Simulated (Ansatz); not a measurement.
The reference is Al3BC (space group P6_3/mmc, No. 194; a = 3.485 Å, c = 11.499 Å; a cell from a computed database, its experimental status unchecked).

Modification: a hydrostatic pressure of 5 GPa.

All numbers come from Ansatz (a program for electronic structure), PBEsol, PAW, cutoff 420 eV, scalar-relativistic without spin-orbit coupling.

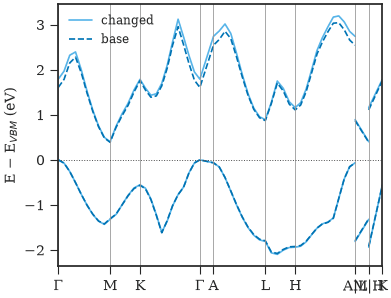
Fig. 1. Highest valence and lowest conduction band along the path, each from its own valence-band maximum

Read the changed gap and its character from the plot.

About 0.4 eV, indirect, Γ → M.

Load acts through the strain it causes; cell and atoms are relaxed under it. No phonon test of stability was made. No other phases were tried under pressure.
